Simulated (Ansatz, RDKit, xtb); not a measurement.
**Isomers of C5H5F3O, a sample narrowed down**

A sample of isomers of C5H5F3O is drawn. Aim: find which of them has the lowest free energy at 298.15 K, then its properties. The sample is small against all isomers, and the most stable one of this formula need not be in it.

Plan: many cheap relaxations first (GFN2-xTB), then density-functional screening, relaxation at r2SCAN-D4/def2-SVP, vibrations (at GFN2-xTB) and a final energy. The numbers are computed, not measured.

### Step 1. Possible bonding patterns

Isomers were taken from a list of plausible structures; this is a sample, not all of them. That gives 4 candidates.

```
label               SMILES     spin
 c008  C/C(O)=C/C(F)=C(F)F  singlet
 c477    CC(=O)CC(F)=C(F)F  singlet
 c747  C/C(O)=C\C(F)=C(F)F  singlet
 c800    C=C(O)CC(F)=C(F)F  singlet
```

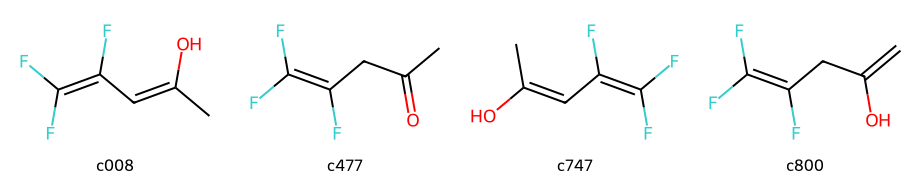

Structural formulas of the candidates.

Candidates are built by distance geometry, with a force field where one applies, in up to four conformers (letters a to d).

### Step 2. Search with GFN2-xTB

All 13 starts are relaxed the same way. One of them, c800a (taken from a list of tautomers, embedded by distance geometry and MMFF94), in full:

File start.xyz:

```xyz
14
c800a
C      1.111654    -0.821572    -0.193805
C      1.098815     0.517272    -0.223451
C      0.540459     1.346948    -1.341732
C     -0.720067     1.994224    -1.007747
C     -0.827142     3.363203    -0.905742
F     -1.829191     1.290987    -0.857227
F      0.247911     4.118760    -1.063386
F     -2.016716     3.895361    -0.597019
O      1.597478     1.262485     0.810988
H      0.663061    -1.415727    -0.970121
H      1.507618    -1.359211     0.704686
H      1.914515     0.699300     1.521632
H      0.344207     0.651956    -2.224378
H      1.318340     2.006382    -1.707218
```

Started as:

```
$ xtb start.xyz --gfn 2 --opt
```

The log of the run (excerpt; [...] marks lines left out):

```text
* xtb version 6.7.1
[...]
          :  # basis functions                  41          :
[...]
          :  # electrons                        52          :
[...]
          :  Hamiltonian                  GFN2-xTB          :
[...]
          :  net charge                          0          :
          :  unpaired electrons                  0          :
[...]
   *** convergence criteria satisfied after 11 iterations ***
[...]
   *** GEOMETRY OPTIMIZATION CONVERGED AFTER 9 ITERATIONS ***
[...]
   *** convergence criteria satisfied after 3 iterations ***
[...]
         ::                     SUMMARY                     ::
         :::::::::::::::::::::::::::::::::::::::::::::::::::::
         :: total energy             -31.461908698467 Eh    ::
         :: gradient norm              0.000590372716 Eh/a0 ::
         :: HOMO-LUMO gap              4.218308097909 eV    ::
         ::.................................................::
         :: SCC energy               -31.728127117657 Eh    ::
         :: -> isotropic ES            0.051353994588 Eh    ::
         :: -> anisotropic ES          0.002944885374 Eh    ::
         :: -> anisotropic XC         -0.010056661069 Eh    ::
         :: -> dispersion             -0.008825812665 Eh    ::
         :: repulsion energy           0.266218419190 Eh    ::
         :: add. restraining           0.000000000000 Eh    ::
         :: total charge              -0.000000000000 e     ::
         :::::::::::::::::::::::::::::::::::::::::::::::::::::
[...]
        26        2.0000           -0.4027191             -10.9585 (HOMO)
        27                         -0.2476991              -6.7402 (LUMO)
[...]
     #   Z          covCN         q      C6AA      α(0)
     1   6 C        2.837    -0.149    31.819     9.244
     2   6 C        2.818     0.150    24.742     8.150
     3   6 C        3.811    -0.074    21.907     6.662
     4   6 C        2.753     0.134    25.049     8.195
     5   6 C        2.556     0.298    22.003     7.667
     6   9 F        0.789    -0.194    11.178     3.949
     7   9 F        0.788    -0.180    11.035     3.924
     8   9 F        0.787    -0.170    10.929     3.905
     9   8 O        1.660    -0.390    20.652     6.135
    10   1 H        0.926     0.051     2.309     2.376
    11   1 H        0.926     0.043     2.408     2.427
    12   1 H        0.805     0.306     0.702     1.316
    13   1 H        0.925     0.086     1.916     2.165
    14   1 H        0.924     0.089     1.887     2.148
[...]
     #   Z sym  total        # sym  WBO       # sym  WBO       # sym  WBO
 ---------------------------------------------------------------------------
     1   6 C    3.974 --     2 C    1.848    10 H    0.976    11 H    0.971
                             9 O    0.131
     2   6 C    3.938 --     1 C    1.848     9 O    1.074     3 C    0.976
     3   6 C    3.987 --     4 C    1.000     2 C    0.976    14 H    0.959
                            13 H    0.958
     4   6 C    3.885 --     5 C    1.710     3 C    1.000     6 F    0.975
     5   6 C    3.816 --     4 C    1.710     8 F    0.990     7 F    0.983
     6   9 F    1.111 --     4 C    0.975
     7   9 F    1.137 --     5 C    0.983
     8   9 F    1.151 --     5 C    0.990
     9   8 O    2.125 --     2 C    1.074    12 H    0.885     1 C    0.131
    10   1 H    0.997 --     1 C    0.976
    11   1 H    0.997 --     1 C    0.971
[...]
molecular dipole:
                 x           y           z       tot (Debye)
 q only:        0.891      -0.884      -0.112
   full:        0.948      -1.021      -0.016       3.543
molecular quadrupole (traceless):
[...]
          | TOTAL ENERGY              -31.461908698467 Eh   |
          | GRADIENT NORM               0.000590372716 Eh/α |
          | HOMO-LUMO GAP               4.218308097909 eV   |
           -------------------------------------------------
[...]
```

It took 0.28 s on 2 threads of Intel Xeon at 2.50GHz (Skylake/Cascade Lake), shared host.

### Step 3. The minima found

13 of the 13 relaxations converged. 13 distinct structures remain:

```
label  start         SMILES after     spin  energy (kcal/mol)
c477c  drawn    CC(=O)CC(F)=C(F)F  singlet                0.0
c477a  drawn    CC(=O)CC(F)=C(F)F  singlet                0.0
c477b  drawn    CC(=O)CC(F)=C(F)F  singlet                0.1
c008c  drawn  C/C(O)=C/C(F)=C(F)F  singlet                1.8
c747a  drawn  C/C(O)=C\C(F)=C(F)F  singlet                2.1
c747c  drawn  C/C(O)=C\C(F)=C(F)F  singlet                2.5
c008a  drawn  C/C(O)=C/C(F)=C(F)F  singlet                3.1
c008b  drawn  C/C(O)=C/C(F)=C(F)F  singlet                3.6
c747b  drawn  C/C(O)=C\C(F)=C(F)F  singlet                4.1
c800a  drawn    C=C(O)CC(F)=C(F)F  singlet                8.5
c800c  drawn    C=C(O)CC(F)=C(F)F  singlet                9.1
c800b  drawn    C=C(O)CC(F)=C(F)F  singlet               10.5
c800d  drawn    C=C(O)CC(F)=C(F)F  singlet               11.9
```

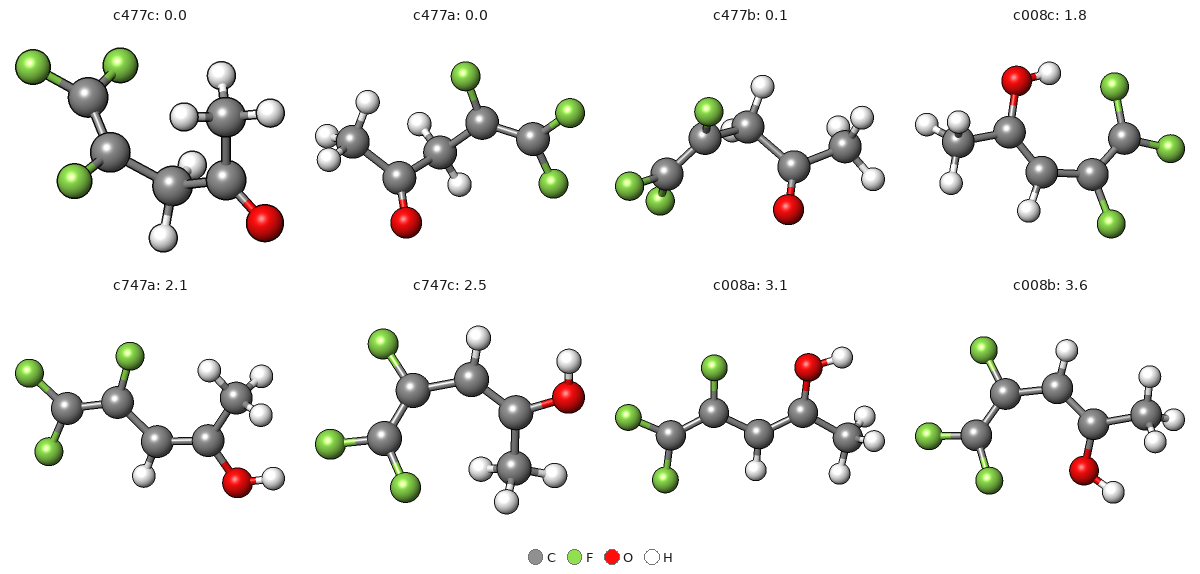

The 8 lowest minima that did not fall apart, with their GFN2-xTB energies in kcal/mol.

### Step 4. Second filter: single points

A choice of the minima (the low ones first, few conformers of a pattern, up to a cap) and the lowest that fell apart get a single point at r2SCAN-D4/def2-SVP on the tight-binding geometry, and one at HF/STO-3G for comparison. Some singlets are also tried as triplets at the same geometry (label ending in t). Within 40 kcal/mol but not screened, among others: c477b, c008b, c747b, c800b, c800d. The first, c477c:

File input.yaml:

```yaml
crystal:
  periodic: [false, false, false]
  atoms:
    - {symbol: C, position_ang: [0.902084, 0.849933, -2.150626]}
    - {symbol: C, position_ang: [2.185902, 0.876523, -1.376159]}
    - {symbol: C, position_ang: [2.398722, -0.314863, -0.424895]}
    - {symbol: C, position_ang: [1.145598, -0.847471, 0.174419]}
    - {symbol: C, position_ang: [0.556470, -1.995958, -0.138029]}
    - {symbol: F, position_ang: [0.571211, -0.065551, 1.108694]}
    - {symbol: F, position_ang: [1.045573, -2.825845, -1.055433]}
    - {symbol: F, position_ang: [-0.560361, -2.474853, 0.385428]}
    - {symbol: O, position_ang: [3.018177, 1.732393, -1.478707]}
    - {symbol: H, position_ang: [0.076252, 1.066165, -1.474703]}
    - {symbol: H, position_ang: [0.737789, -0.131582, -2.587578]}
    - {symbol: H, position_ang: [0.922453, 1.607347, -2.929369]}
    - {symbol: H, position_ang: [3.074389, 0.012462, 0.368991]}
    - {symbol: H, position_ang: [2.892226, -1.101571, -0.999185]}
basis:
  gaussian:
    orbitals: def2-SVP
hamiltonian:
  xc: r2scan
  dispersion: d4
scf:
  lower_state_search: off
output: {orbitals: {seedname: orbitals}}
```

Started as:

```
$ ansatz run input.yaml --threads 2 --pin off --max-ram 5220MiB --events-out events.jsonl --progress --plain --runs-dir runs
```

The log of the run (excerpt; [...] marks lines left out):

```text
Warning: RAYON_NUM_THREADS=2 ignored (pool sized by the plan → 2); use --threads N
Functional definition: r2SCAN
  name "r2SCAN"
[...]
1667 factors; their error is unknown
[...]
mean field -15443.56470392 eV, -567.5405348448 hartree, gradient 3.8e-6 eV, S^2 0.000000; 0 other end points of the search recorded, 0 dependent functions left out
reference -15443.56471170 eV, -567.5405351307 hartree; 35, 35 occupied and 116, 116 virtual orbitals, 1667 factors
Total energy: -15443.64996994 eV, -567.5436683133 hartree
Checks for a lower state left out: stability, starts, cluster_reference, orbital_swaps, neighbouring_geometries, increment
```

Run time: 9.3 s. Hardware: 2 threads of Intel Xeon at 2.50GHz (Skylake/Cascade Lake), shared host; peak memory 0.2 GiB.

Relative energies in kcal/mol, each column from its lowest structure that stays in one piece:

```
 label               SMILES     spin  GFN2-xTB  HF/STO-3G  r2SCAN-D4/def2-SVP
 c477c    CC(=O)CC(F)=C(F)F  singlet       0.0        0.3                 0.0
 c477a    CC(=O)CC(F)=C(F)F  singlet       0.0        0.0                 1.0
 c008c  C/C(O)=C/C(F)=C(F)F  singlet       1.8       13.5                 6.6
 c747a  C/C(O)=C\C(F)=C(F)F  singlet       2.1       15.0                 7.3
 c747c  C/C(O)=C\C(F)=C(F)F  singlet       2.5       15.7                 7.7
 c008a  C/C(O)=C/C(F)=C(F)F  singlet       3.1       14.6                 7.9
 c800a    C=C(O)CC(F)=C(F)F  singlet       8.5       19.0                13.2
 c800c    C=C(O)CC(F)=C(F)F  singlet       9.1       20.2                15.2
c008ct  C/C(O)=C/C(F)=C(F)F  triplet         –          –                74.9
c477ct    CC(=O)CC(F)=C(F)F  triplet         –          –                85.4
```

### Step 5. Refinement at r2SCAN-D4/def2-SVP

4 candidates are relaxed at r2SCAN-D4/def2-SVP (chosen among the lowest in one piece, one conformer a pattern). The first, c477c:

File input.yaml:

```yaml
crystal:
  periodic: [false, false, false]
  atoms:
    - symbol: C
      position_ang: [0.902084, 0.849933, -2.150626]
    - symbol: C
      position_ang: [2.185902, 0.876523, -1.376159]
    - symbol: C
      position_ang: [2.398722, -0.314863, -0.424895]
    - symbol: C
      position_ang: [1.145598, -0.847471, 0.174419]
    - symbol: C
      position_ang: [0.556470, -1.995958, -0.138029]
    - symbol: F
      position_ang: [0.571211, -0.065551, 1.108694]
    - symbol: F
      position_ang: [1.045573, -2.825845, -1.055433]
    - symbol: F
      position_ang: [-0.560361, -2.474853, 0.385428]
    - symbol: O
      position_ang: [3.018177, 1.732393, -1.478707]
    - symbol: H
      position_ang: [0.076252, 1.066165, -1.474703]
    - symbol: H
      position_ang: [0.737789, -0.131582, -2.587578]
    - symbol: H
      position_ang: [0.922453, 1.607347, -2.929369]
    - symbol: H
      position_ang: [3.074389, 0.012462, 0.368991]
    - symbol: H
      position_ang: [2.892226, -1.101571, -0.999185]
basis:
  gaussian:
    orbitals: def2-SVP
hamiltonian:
  xc: r2scan
  dispersion: d4
scf:
  lower_state_search: off
relax:
  f_tol: 0.006
```

Started as:

```
$ ansatz run input.yaml --threads 2 --pin off --max-ram 5220MiB --events-out events.jsonl --progress --plain --runs-dir runs
```

The log of the run (excerpt; [...] marks lines left out):

```text
Warning: RAYON_NUM_THREADS=2 ignored (pool sized by the plan → 2); use --threads N
[...]
Functional definition: r2SCAN
  name "r2SCAN"
[...]
1667 factors; their error is unknown
[...]
mean field -15443.56470219 eV, -567.5405347814 hartree, gradient 2.8e-6 eV, S^2 0.000000; 0 other end points of the search recorded, 0 dependent functions left out
[...]
reference -15443.56470997 eV, -567.5405350673 hartree; 35, 35 occupied and 116, 116 virtual orbitals, 1667 factors
relax step   1: F+E_penalty+E_count = -15443.64996043 eV  Δ(F+E_penalty+E_count) = +0.000e0 eV  max|allowed force component| = 1.051e0 eV/Å  Δτ_max = 0.0000 Å  (21 SCF iters, accepted)
[...]
relax step   3: F+E_penalty+E_count = -15443.69108974 eV  Δ(F+E_penalty+E_count) = -6.575e-3 eV  max|allowed force component| = 1.063e-1 eV/Å  Δτ_max = 0.0519 Å  (21 SCF iters, accepted)
[...]
Atom 5 at     0.427746    -0.002356     0.891488 Å, force     0.002449    -0.001892    -0.002797 eV/Å
Atom 6 at     1.172471    -3.024343    -0.788433 Å, force     0.001833     0.003243    -0.000838 eV/Å
Atom 7 at    -0.530559    -2.508030     0.479918 Å, force     0.000881     0.001213    -0.000969 eV/Å
Atom 8 at     3.054847     1.717005    -1.441352 Å, force     0.000293    -0.000377    -0.001227 eV/Å
Atom 9 at     0.059085     1.089904    -1.470212 Å, force    -0.000335    -0.000215    -0.000224 eV/Å
Atom 10 at     0.720120     0.006190    -2.699227 Å, force    -0.000134     0.000171    -0.000225 eV/Å
Atom 11 at     0.948136     1.792117    -2.868620 Å, force    -0.000247    -0.000415     0.000544 eV/Å
Atom 12 at     3.095417    -0.062291     0.317077 Å, force    -0.000350    -0.000137     0.000743 eV/Å
Atom 13 at     2.843628    -1.138476    -1.072196 Å, force    -0.000180     0.000287     0.000923 eV/Å
Dipole moment:    -0.148229    -0.306220    -0.150441 e Å
Checks for a lower state left out: stability, starts, cluster_reference, orbital_swaps, neighbouring_geometries, increment
```

Run time: 1.9 min. Hardware: 2 threads of Intel Xeon at 2.50GHz (Skylake/Cascade Lake), shared host; peak memory 0.22 GiB.

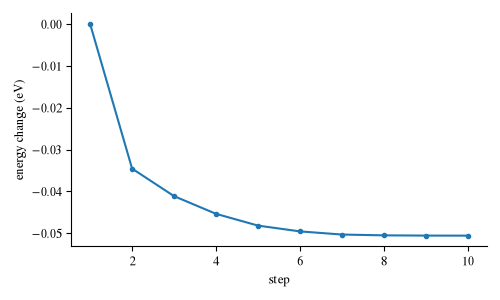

Energy along the run, all evaluated steps.

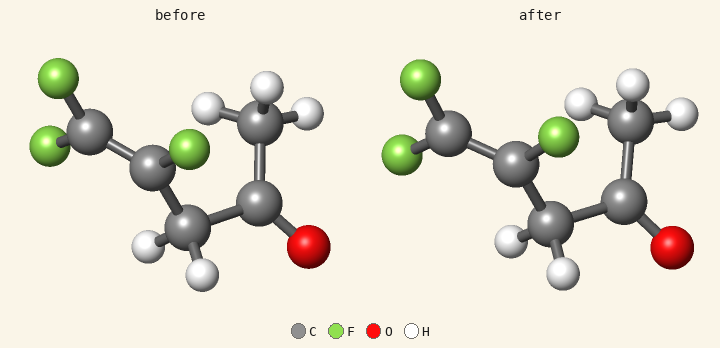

Before and after, at one scale.

After the run. Bond lengths: C1–C2 1.507 Å, C2–C3 1.540 Å, C3–C4 1.480 Å, C4–C5 1.338 Å, C4–F6 1.349 Å, C5–F7 1.320 Å, C5–F8 1.313 Å, C2–O9 1.209 Å, C1–H10 1.103 Å, C1–H11 1.102 Å, C1–H12 1.097 Å, C3–H13 1.103 Å, C3–H14 1.103 Å. Some angles: C1–C2–C3 116.7°, C1–C2–O9 123.3°, C3–C2–O9 120.0°, C2–C3–C4 114.6°, C3–C4–C5 126.8°, C3–C4–F6 115.5°, C5–C4–F6 117.7°, C4–C5–F7 123.2°, C4–C5–F8 124.7°, F7–C5–F8 112.1°.

### Step 6. The relaxed candidates

```
label     spin  r2SCAN-D4/def2-SVP (kcal/mol)  r2SCAN-D4/def2-SVP, relaxed (kcal/mol)     time
c477c  singlet                            0.0                                     0.0  1.9 min
c008c  singlet                            6.6                                     6.0  2.9 min
c747a  singlet                            7.3                                     7.6  1.9 min
c800a  singlet                           13.2                                    13.0  1.8 min
```

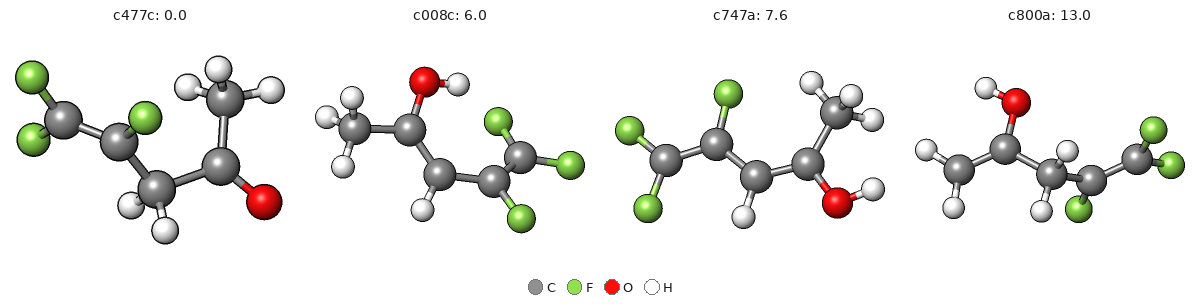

The relaxed structures, with energies at r2SCAN-D4/def2-SVP in kcal/mol.

### Step 7. Are they minima? Harmonic frequencies

The lowest few go on as finalists. In this search the thermal terms come from GFN2-xTB at its own nearest minimum. The first, c477c:

File start.xyz:

```xyz
14
c477c
C      0.905072     0.952069    -2.164180
C      2.185658     0.880011    -1.373671
C      2.370394    -0.349012    -0.463570
C      1.117791    -0.872843     0.126440
C      0.596678    -2.092815    -0.050616
F      0.427746    -0.002356     0.891488
F      1.172471    -3.024343    -0.788433
F     -0.530559    -2.508030     0.479918
O      3.054847     1.717005    -1.441352
H      0.059085     1.089904    -1.470212
H      0.720120     0.006190    -2.699227
H      0.948136     1.792117    -2.868620
H      3.095417    -0.062291     0.317077
H      2.843628    -1.138476    -1.072196
```

Started as:

```
$ xtb start.xyz --gfn 2 --ohess tight
```

The log of the run (excerpt; [...] marks lines left out):

```text
* xtb version 6.7.1
[...]
          :  # basis functions                  41          :
[...]
          :  # electrons                        52          :
[...]
          :  Hamiltonian                  GFN2-xTB          :
[...]
          :  net charge                          0          :
          :  unpaired electrons                  0          :
[...]
   *** convergence criteria satisfied after 11 iterations ***
[...]
   *** GEOMETRY OPTIMIZATION CONVERGED AFTER 17 ITERATIONS ***
[...]
   *** convergence criteria satisfied after 3 iterations ***
[...]
         ::                     SUMMARY                     ::
         :::::::::::::::::::::::::::::::::::::::::::::::::::::
         :: total energy             -31.475378770510 Eh    ::
         :: gradient norm              0.000261475056 Eh/a0 ::
         :: HOMO-LUMO gap              3.993846375377 eV    ::
         ::.................................................::
         :: SCC energy               -31.730572242452 Eh    ::
         :: -> isotropic ES            0.053785274174 Eh    ::
         :: -> anisotropic ES          0.001950743532 Eh    ::
         :: -> anisotropic XC         -0.009124635782 Eh    ::
         :: -> dispersion             -0.008844023435 Eh    ::
         :: repulsion energy           0.255193471942 Eh    ::
         :: add. restraining           0.000000000000 Eh    ::
         :: total charge              -0.000000000000 e     ::
         :::::::::::::::::::::::::::::::::::::::::::::::::::::
[...]
        26        2.0000           -0.4225900             -11.4993 (HOMO)
        27                         -0.2758187              -7.5054 (LUMO)
[...]
molecular dipole:
                 x           y           z       tot (Debye)
 q only:        0.046      -0.133      -0.364
   full:       -0.047      -0.310      -0.330       1.157
molecular quadrupole (traceless):
[...]
          | TOTAL ENERGY              -31.475378770511 Eh   |
          | TOTAL ENTHALPY            -31.373276726338 Eh   |
          | TOTAL FREE ENERGY         -31.419249243595 Eh   |
          | GRADIENT NORM               0.000261488848 Eh/α |
[...]
```

Wall time 1.3 s (2 threads of Intel Xeon at 2.50GHz (Skylake/Cascade Lake), shared host); peak memory 0.11 GiB.

### Step 8. Thermal terms of the finalists

As xtb prints them, at 298.15 K, with its own treatment of low modes:

```
label               SMILES     spin  lowest mode (cm⁻¹)  zero-point (kcal/mol)  G − E (kcal/mol)
c477c    CC(=O)CC(F)=C(F)F  singlet                  27                   57.4              35.2
c008c  C/C(O)=C/C(F)=C(F)F  singlet                  24                   57.5              35.3
c747a  C/C(O)=C\C(F)=C(F)F  singlet                  41                   57.3              35.1
c800a    C=C(O)CC(F)=C(F)F  singlet                  28                   57.5              35.6
```

### Step 9. Last filter: a higher level

Single points at CCSD(T)/def2-SVP + MP2/def2-TZVPP - MP2/def2-SVP on the refined geometries decide the order.

c477c, CCSD(T)/def2-SVP:

File input.yaml:

```yaml
crystal:
  periodic: [false, false, false]
  atoms:
    - {symbol: C, position_ang: [0.905072, 0.952069, -2.164180]}
    - {symbol: C, position_ang: [2.185658, 0.880011, -1.373671]}
    - {symbol: C, position_ang: [2.370394, -0.349012, -0.463570]}
    - {symbol: C, position_ang: [1.117791, -0.872843, 0.126440]}
    - {symbol: C, position_ang: [0.596678, -2.092815, -0.050616]}
    - {symbol: F, position_ang: [0.427746, -0.002356, 0.891488]}
    - {symbol: F, position_ang: [1.172471, -3.024343, -0.788433]}
    - {symbol: F, position_ang: [-0.530559, -2.508030, 0.479918]}
    - {symbol: O, position_ang: [3.054847, 1.717005, -1.441352]}
    - {symbol: H, position_ang: [0.059085, 1.089904, -1.470212]}
    - {symbol: H, position_ang: [0.720120, 0.006190, -2.699227]}
    - {symbol: H, position_ang: [0.948136, 1.792117, -2.868620]}
    - {symbol: H, position_ang: [3.095417, -0.062291, 0.317077]}
    - {symbol: H, position_ang: [2.843628, -1.138476, -1.072196]}
basis:
  gaussian: {orbitals: def2-SVP}
correlation: {method: ccsd_t, frozen_orbitals: {F: 1, O: 1, C: 1, H: 0}}
```

Started as:

```
$ ansatz run input.yaml --threads 2 --pin off --max-ram 5220MiB --events-out events.jsonl --progress --plain --runs-dir runs
```

The log of the run (excerpt; [...] marks lines left out):

```text
Warning: RAYON_NUM_THREADS=2 ignored (pool sized by the plan → 2); use --threads N
Functional definition: HF
  name "HF"
[...]
1512 factors; integrals over basis functions are off by at most 1.5e-3 eV
[...]
mean field -15372.70454023 eV, -564.9364718602 hartree, gradient 2.3e-6 eV, S^2 0.000000; 0 other end points of the search recorded, 0 dependent functions left out
9 core orbitals not correlated: weight in the atoms' cores, before any rotation towards them, 1.000 or more for the frozen orbitals, at most 0.000 for the correlated occupied ones
reference -15372.70454023 eV, -564.9364718602 hartree; 26, 26 occupied and 116, 116 virtual orbitals, 1512 factors
second order -37.82616111 eV of doubles, -0.00000000 eV of singles
cycle   1  -37.98663193 eV  change   -1.6e-1 eV  update   1.5e-1
[...]
cycle   9  -39.13915183 eV  change    8.6e-6 eV  update   4.6e-5
perturbative correction -1.12867605 eV, -0.0414780799 hartree
Total energy: -15412.97236812 eV, -566.4162872405 hartree
```

It took 3.1 min on 2 threads of Intel Xeon at 2.50GHz (Skylake/Cascade Lake), shared host; peak memory 1.6 GiB.

[end of part 1 of 2]
